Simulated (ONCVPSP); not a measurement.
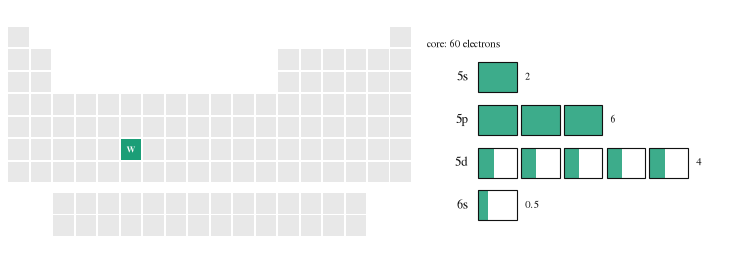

*Left, the place of tungsten in the periodic table; right, the valence shells of the reference configuration: a box for each of the 2l + 1 orbitals, shaded by the share of the shell that is filled, with the electron count at the right.*

# W: pseudopotential generation

- system: tungsten (W, Z = 74), core [Kr] 4d10 4f14, reference valence 5s2 5p6 5d4 6s0.5 (an ion of charge +1.5), valence charge 14.
- method: ONCV potential, LDA (Perdew-Zunger), scalar-relativistic, made with ONCVPSP 4.0.1

Key numbers:

- outcome: generated
- cutoffs needed: 71 Ha and 117 Ha (the cutoffs at which the residual kinetic energy of the hardest occupied pseudo-wave falls to 1 and 0.1 mHa per electron)
- ghost test: no bound ghost flagged; no localised positive-energy state flagged (flags above 300 eV left out)
- largest excitation error: +52 meV (all-electron minus pseudo) for 5s2 5p6 5d4 6s1 6p1, out of 4 test configurations
- rms error of d²Exc/dni dnj: 7.44 mHa without and 0.89 mHa with the model core
- range over which the phases arctan(r R′/R) at the test radius agree within 0.05 rad (a looser test near the poles than one of phase shifts): s: over the whole range computed; p: up to about 1.7 Ha; d: over the whole range computed; f: not judged, local potential alone
- hardware: 1 CPU thread, shared host
- wall time: 4.8 s

Notes:

The scattering phases part by more than π/2 and stay apart in p from about 4.4 Ha: a level there is either far displaced or one that only the pseudo-atom has.

Input:
```
# ATOM AND REFERENCE CONFIGURATION
# atsym  z   nc   nv     iexc    psfile
  W 74.00   10    4        3      upf
#
#   n    l    f
    1    0    2.00
    2    0    2.00
    2    1    6.00
    3    0    2.00
    3    1    6.00
    3    2   10.00
    4    0    2.00
    4    1    6.00
    4    2   10.00
    4    3   14.00
    5    0    2.00
    5    1    6.00
    5    2    4.00
    6    0    0.50
#
# PSEUDOPOTENTIAL AND OPTIMIZATION
# lmax
    2
#
#   l,   rc,      ep,       ncon, nbas, qcut
    0    1.50    0.00    5    8    6.70
    1    1.20    0.00    3    6    6.00
    2    1.60    0.00    4    8    7.10
#
# LOCAL POTENTIAL
# lloc, lpopt,  rc(5),   dvloc0
    4    5    1.20    0.00
#
# VANDERBILT-KLEINMAN-BYLANDER PROJECTORs
# l, nproj, debl
    0    3    3.70
    1    1    2.60
    2    3    1.30
#
# MODEL CORE CHARGE
# icmod, fcfact, rcfact
    2    0.60    0.80
#
# LOG DERIVATIVE ANALYSIS
# epsh1, epsh2, depsh
   -5.00    5.00    0.04
#
# OUTPUT GRID
# rlmax, drl
    6.00    0.01
#
# TEST CONFIGURATIONS
# ncnf
    4
# nvcnf
#   n    l    f
    4
    5    0    2.00
    5    1    6.00
    5    2    4.00
    6    0    2.00
#
    4
    5    0    2.00
    5    1    6.00
    5    2    4.00
    6    0    1.00
#
    4
    5    0    2.00
    5    1    6.00
    5    2    4.00
    6    0    0.00
#
    5
    5    0    2.00
    5    1    6.00
    5    2    4.00
    6    0    1.00
    6    1    1.00
#
```

Run as:
```bash
oncvpsp.x < W.dat > W.out
```

Output (extracts):
```
ONCVPSP  (Optimized Norm-Conservinng Vanderbilt PSeudopotential)
scalar-relativistic version 4.0.1

#   n    l    f        energy (Ha)
    1    0    2.00    -2.5522993E+03
    2    0    2.00    -4.4092281E+02
    2    1    6.00    -3.8579540E+02
    3    0    2.00    -1.0186245E+02
    3    1    6.00    -8.5540471E+01
    3    2   10.00    -6.6738263E+01
    4    0    2.00    -2.1333020E+01
    4    1    6.00    -1.5976944E+01
    4    2   10.00    -9.1889028E+00
    4    3   14.00    -1.6626928E+00
    5    0    2.00    -3.3466284E+00
    5    1    6.00    -2.0271199E+00
    5    2    4.00    -5.8812261E-01
    6    0    0.50    -5.8851721E-01

Reference configufation results
  iterations    29
  all-electron total energy (Ha)   -1.61325048D+04

Begin loop to  construct optimized pseudo wave functions
and semi-local pseudopoentials for all angular momenta

   Wellstate for l =  0  n =  8
     eigenvalue =   3.1115
     asymptotic potential =   3.6115
     half-point radius =  3.1075

Calculating optimized projector #   1

 for l=   0

    Fraction of norm inside rc  0.887092
    Optimizing pswf for qcut=   6.70 a_B^-1,  ecut=  22.43 Ha
    Residual kinetic energy error=  2.66D-03 Ha

    Energy error per electron        Cutoff
         Ha          eV             Ha
         0.01000     0.27211       19.05
         0.00100     0.02721       38.71
         0.00010     0.00272       71.93
         0.00001     0.00027       81.94

Calculating optimized projector #   2

 for l=   0

    Fraction of norm inside rc  0.057328
    Optimizing pswf for qcut=   6.70 a_B^-1,  ecut=  22.43 Ha
    Residual kinetic energy error=  8.42D-04 Ha

    Energy error per electron        Cutoff
         Ha          eV             Ha
         0.01000     0.27211       16.13
         0.00100     0.02721       22.14
         0.00010     0.00272       42.62
         0.00001     0.00027       76.37

Calculating optimized projector #   3

 for l=   0

    Fraction of norm inside rc  0.052024
    Optimizing pswf for qcut=   6.70 a_B^-1,  ecut=  22.43 Ha
    Residual kinetic energy error=  2.69D-03 Ha

    Energy error per electron        Cutoff
         Ha          eV             Ha
         0.01000     0.27211       18.80
         0.00100     0.02721       25.67
         0.00010     0.00272       47.46
         0.00001     0.00027       81.92

Calculating optimized projector #   1

 for l=   1

    Fraction of norm inside rc  0.498202
    Optimizing pswf for qcut=   5.99 a_B^-1,  ecut=  17.93 Ha
    Residual kinetic energy error=  1.15D-02 Ha

    Energy error per electron        Cutoff
         Ha          eV             Ha
         0.01000     0.27211       18.94
         0.00100     0.02721       71.43
         0.00010     0.00272      116.80

   Wellstate for l =  2  n =  6
     eigenvalue =   0.7119
     asymptotic potential =   1.2119
     half-point radius =  2.9861

   Wellstate for l =  2  n =  7
     eigenvalue =   2.0119
     asymptotic potential =   2.5119
     half-point radius =  3.4153

Calculating optimized projector #   1

 for l=   2

    Fraction of norm inside rc  0.398461
    Optimizing pswf for qcut=   7.11 a_B^-1,  ecut=  25.26 Ha
    Residual kinetic energy error=  4.79D-06 Ha

    Energy error per electron        Cutoff
         Ha          eV             Ha
         0.01000     0.27211       10.94
         0.00100     0.02721       14.51
         0.00010     0.00272       17.40
         0.00001     0.00027       20.41

Calculating optimized projector #   2

 for l=   2

    Fraction of norm inside rc  0.155379
    Optimizing pswf for qcut=   7.11 a_B^-1,  ecut=  25.26 Ha
    Residual kinetic energy error=  4.84D-06 Ha

    Energy error per electron        Cutoff
         Ha          eV             Ha
         0.01000     0.27211       11.20
         0.00100     0.02721       15.01
         0.00010     0.00272       17.92
         0.00001     0.00027       20.67

Calculating optimized projector #   3

 for l=   2

    Fraction of norm inside rc  0.080056
    Optimizing pswf for qcut=   7.11 a_B^-1,  ecut=  25.26 Ha
    Residual kinetic energy error=  2.91D-05 Ha

    Energy error per electron        Cutoff
         Ha          eV             Ha
         0.01000     0.27211       11.79
         0.00100     0.02721       15.75
         0.00010     0.00272       19.25
         0.00001     0.00027       63.33

Construct Vanderbilt / Kleinmman-Bylander projectors

B matrix Hermiticity error, ll=   0
   1   2    4.3312E-04
   1   3    8.5697E-04
   2   3   -1.9491E-04

  Orthonormal projector coefficients  2.1355E+01  4.1321E+00  5.9154E-01

B matrix Hermiticity error, ll=   2
   1   2    1.4308E-04
   1   3   -2.4197E-04
   2   3    9.6175E-05

  Orthonormal projector coefficients  1.3848E+01  4.8516E+00  5.9952E-01

Model core correction analysis
  based on d2Exc/dn_idn_j

d2excae - all-electron derivatives

   -2.550722D-02   -2.264051D-02   -1.142649D-02   -2.522220D-03
   -2.264029D-02   -2.273692D-02   -1.490559D-02   -4.299832D-03
   -1.142623D-02   -1.490545D-02   -1.931910D-02   -1.677109D-02
   -2.522034D-03   -4.299165D-03   -1.676154D-02   -3.327164D-02

d2excps - pseudofunction derivatives with no core correction

   -4.502885D-02   -3.572384D-02   -1.582674D-02   -4.478487D-03
   -3.572470D-02   -3.196834D-02   -1.838643D-02   -5.578702D-03
   -1.582707D-02   -1.838653D-02   -2.101550D-02   -1.733081D-02
   -4.478622D-03   -5.578120D-03   -1.732122D-02   -3.370947D-02

rms 2nd derivative error    7.442592E-03

amplitude prefactor, scale prefactor
   10.9472    1.1844

d2excps - pseudofunction derivatives with core correction

   -2.714775D-02   -2.400376D-02   -1.242176D-02   -2.732736D-03
   -2.400414D-02   -2.394436D-02   -1.586806D-02   -4.516925D-03
   -1.242213D-02   -1.586795D-02   -2.011111D-02   -1.706300D-02
   -2.732653D-03   -4.516292D-03   -1.705342D-02   -3.351201D-02

rms 2nd derivative error    8.923758E-04

Pseudoatom total energy  -67.960866

Diagnostic tests using Vanderbilt-Kleinman-Bylander pseudopotentials
  1 or more projectors used as specified by nproj input data

   l    rcore       rmatch      e in        delta e   norm test  slope test

   0   1.5010066   1.5465804  -3.3466284   0.0000028   1.0002247   1.0002288
   0   1.5010066   1.5465804  -0.5885172   0.0000093   1.0000688   1.0000593
   0   1.5010066   1.5465804   3.1114828   0.0001538   1.0004773   1.0004773

   1   1.2029770   1.2395020  -2.0271199   0.0001583   1.0000087   1.0003772

   2   1.6030992   1.6517728  -0.5881226   0.0000062   1.0000767   1.0000981
   2   1.6030992   1.6517728   0.7118774   0.0000084   1.0002741   1.0002741
   2   1.6030992   1.6517728   2.0118774   0.0000103   1.0003912   1.0003912

 Testing for bound ghosts
   n   l    E NL Schr. Eq   E Basis Diag.   E Cutoff

   1   0       -3.346626       -3.346623    155.38
   2   0       -0.588508       -0.516738    155.38

   2   1       -2.026962       -2.025040     67.78

   3   2       -0.588116       -0.580163    172.07

 Testing for highly-localized positive-energy ghosts
       l    <radius>/rc     E Basis Diag.   E Cutoff

       0        0.830756       11.965239    155.38  WARNING - GHOST(+)

Test configuration 0

   n   l     f        eae           eps        diff
   1   0  2.0000-2552.29928566
   2   0  2.0000 -440.92280661
   2   1  6.0000 -385.79540100
   3   0  2.0000 -101.86244622
   3   1  6.0000  -85.54047143
   3   2 10.0000  -66.73826325
   4   0  2.0000  -21.33301975
   4   1  6.0000  -15.97694373
   4   2 10.0000   -9.18890281
   4   3 14.0000   -1.66269279
   5   0  2.0000   -3.34662836   -3.34662557    2.79D-06
   5   1  6.0000   -2.02711988   -2.02696157    1.58D-04
   5   2  4.0000   -0.58812261   -0.58811643    6.17D-06
   6   0  0.5000   -0.58851721   -0.58850794    9.26D-06

    Total energies and differences
      AE_ref= -1.61325048D+04  AE_tst= -1.61325048D+04  dif=  0.00D+00
      PS_ref= -6.79608662D+01  PS_tst= -6.79608662D+01  dif=  2.84D-14
      PSP excitation error= -2.84D-14

Test configuration 1

   n   l     f        eae           eps        diff
   1   0  2.0000-2551.86324920
   2   0  2.0000 -440.48989528
   2   1  6.0000 -385.36237176
   3   0  2.0000 -101.42933806
   3   1  6.0000  -85.10736067
   3   2 10.0000  -66.30536154
   4   0  2.0000  -20.89979180
   4   1  6.0000  -15.54374871
   4   2 10.0000   -8.75585021
   4   3 14.0000   -1.22980062
   5   0  2.0000   -2.91403494   -2.91336612    6.69D-04
   5   1  6.0000   -1.59427995   -1.59378793    4.92D-04
   5   2  4.0000   -0.17203826   -0.17210532   -6.71D-05
   6   0  2.0000   -0.21722701   -0.21725779   -3.08D-05

    Total energies and differences
      AE_ref= -1.61325048D+04  AE_tst= -1.61331020D+04  dif= -5.97D-01
      PS_ref= -6.79608662D+01  PS_tst= -6.85583129D+01  dif= -5.97D-01
      PSP excitation error=  2.29D-04

Test configuration 2

   n   l     f        eae           eps        diff
   1   0  2.0000-2552.14325444
   2   0  2.0000 -440.76798525
   2   1  6.0000 -385.64053161
   3   0  2.0000 -101.70763227
   3   1  6.0000  -85.38565591
   3   2 10.0000  -66.58351618
   4   0  2.0000  -21.17817381
   4   1  6.0000  -15.82210868
   4   2 10.0000   -9.03412156
   4   3 14.0000   -1.50800804
   5   0  2.0000   -3.19222844   -3.19191922    3.09D-04
   5   1  6.0000   -1.87287653   -1.87256156    3.15D-04
   5   2  4.0000   -0.44089052   -0.44091812   -2.76D-05
   6   0  1.0000   -0.45886951   -0.45888752   -1.80D-05

    Total energies and differences
      AE_ref= -1.61325048D+04  AE_tst= -1.61327663D+04  dif= -2.62D-01
      PS_ref= -6.79608662D+01  PS_tst= -6.82225213D+01  dif= -2.62D-01
      PSP excitation error=  8.64D-05

Test configuration 3

   n   l     f        eae           eps        diff
   1   0  2.0000-2552.46443758
   2   0  2.0000 -441.08655850
   2   1  6.0000 -385.95921043
   3   0  2.0000 -102.02611666
   3   1  6.0000  -85.70414416
   3   2 10.0000  -66.90186768
   4   0  2.0000  -21.49671512
   4   1  6.0000  -16.14062832
   4   2 10.0000   -9.35252673
   4   3 14.0000   -1.82617581
   5   0  2.0000   -3.50963703   -3.51003019   -3.93D-04
   5   1  6.0000   -2.18971335   -2.18975932   -4.60D-05
   5   2  4.0000   -0.74226033   -0.74220646    5.39D-05

    Total energies and differences
      AE_ref= -1.61325048D+04  AE_tst= -1.61321774D+04  dif=  3.27D-01
      PS_ref= -6.79608662D+01  PS_tst= -6.76333860D+01  dif=  3.27D-01
      PSP excitation error= -8.69D-05

Test configuration 4

   n   l     f        eae           eps        diff
   1   0  2.0000-2551.92288942
   2   0  2.0000 -440.54862574
   2   1  6.0000 -385.42108671
   3   0  2.0000 -101.48830605
   3   1  6.0000  -85.16632060
   3   2 10.0000  -66.36424695
   4   0  2.0000  -20.95887748
   4   1  6.0000  -15.60282152
   4   2 10.0000   -8.81487338
   4   3 14.0000   -1.28878154
   5   0  2.0000   -2.97299797   -2.97039687    2.60D-03
   5   1  6.0000   -1.65317787   -1.65077908    2.40D-03
   5   2  4.0000   -0.22431814   -0.22273703    1.58D-03
   6   0  1.0000   -0.25638023   -0.25523228    1.15D-03
   6   1  1.0000   -0.08289142   -0.08380436   -9.13D-04

    Total energies and differences
      AE_ref= -1.61325048D+04  AE_tst= -1.61329339D+04  dif= -4.29D-01
      PS_ref= -6.79608662D+01  PS_tst= -6.83919133D+01  dif= -4.31D-01
      PSP excitation error=  1.91D-03
```

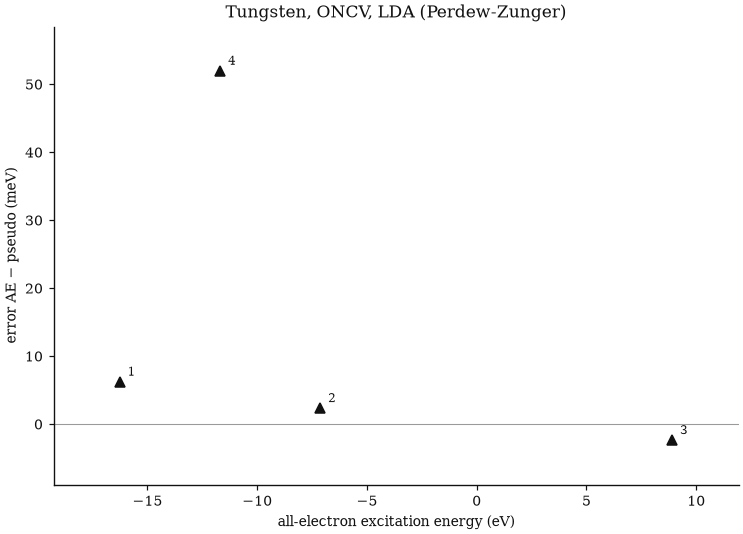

*Errors, all-electron minus pseudo, of the energies of valence configurations relative to the unpolarised reference 5s2 5p6 5d4 6s0.5. Points: 1 = 5s2 5p6 5d4 6s2; 2 = 5s2 5p6 5d4 6s1; 3 = 5s2 5p6 5d4 6s0; 4 = 5s2 5p6 5d4 6s1 6p1.*

- Worst configuration: 5s2 5p6 5d4 6s1 6p1 (neutral): the error is +52 meV on an all-electron energy of -11.68 eV relative to the reference, or 0.45 %.
- Errors in meV: 5s2 5p6 5d4 6s2: +6.2; 5s2 5p6 5d4 6s1: +2.4; 5s2 5p6 5d4 6s0: -2.4; 5s2 5p6 5d4 6s1 6p1: +52.

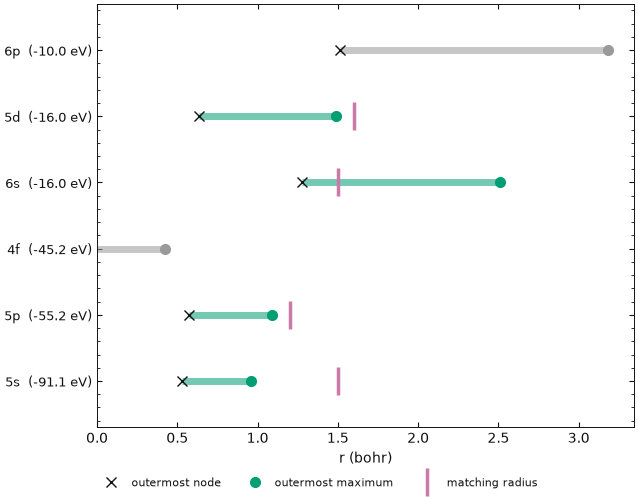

*Outer shells of the all-electron reference atom: each bar runs from the outermost node (or the nucleus) to the outermost maximum of u(r); the tick is the radius chosen for the pseudo-wave. Shells without a tick have no pseudo-wave of their own. Levels, nodes and maxima are from ld1.x, scalar-relativistic.*

- Radii against the shells: 5s: 1.50 bohr, outside the maximum; 5p: 1.20 bohr, outside the maximum; 6s: 1.50 bohr, between node and maximum; 5d: 1.60 bohr, outside the maximum.

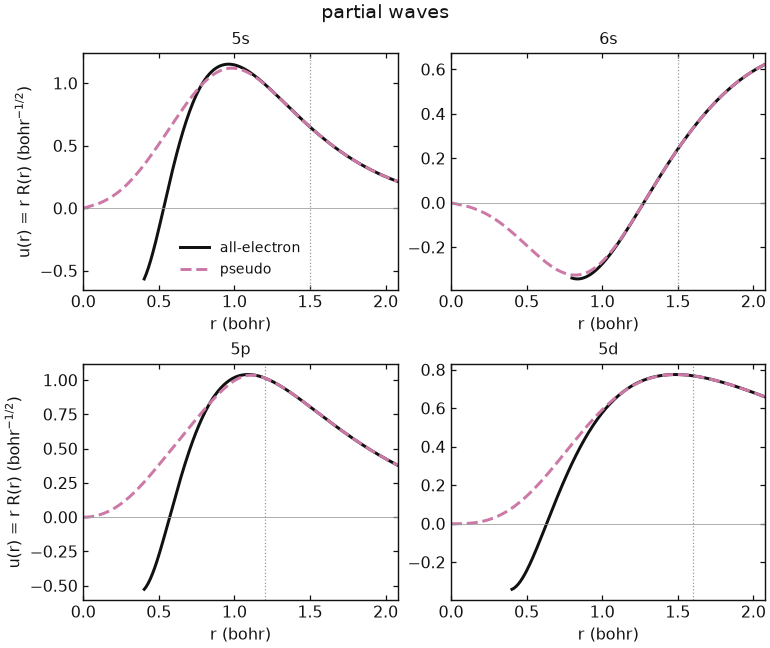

*Partial waves u(r) = r R(r), all-electron (solid) and pseudo (dashed). Dotted lines mark the matching radii. The innermost oscillations of some all-electron curves aren't drawn.*

Pseudo-waves: 5s has no node; 6s has a node at about 1.3 bohr; 5p has no node; 5d has no node. A node in 6s is expected, since a lower shell of the same l is also in the valence and the two must stay orthogonal.

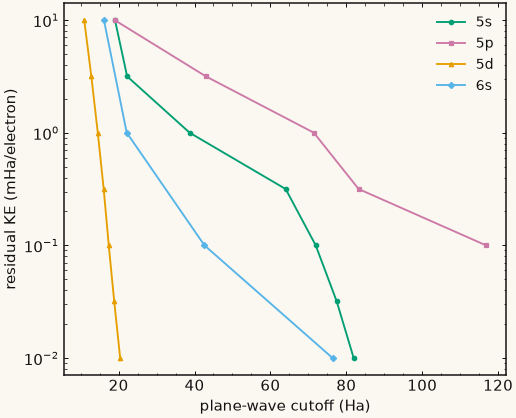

*Residual kinetic energy of the pseudo-waves (the first of each channel, and further valence shells) beyond the plane-wave cutoff, as the generator prints it.*

- Cutoffs for the occupied states: 71 Ha for 1 mHa and 117 Ha for 0.1 mHa per electron. The first is set by 5p.
- Cutoffs for 1 mHa per electron: 5p: 71 Ha; 5s: 39 Ha; 6s: 22 Ha; 5d: 15 Ha.
- Hardest wave at 1 mHa per electron: 5p, with rc = 1.20 bohr and qcut = 6 1/bohr. The optimisation minimises, but can't always remove, the kinetic energy above qcut²/2 = 18.0 Ha, and a larger rc would as a rule soften the wave at some cost in transferability.
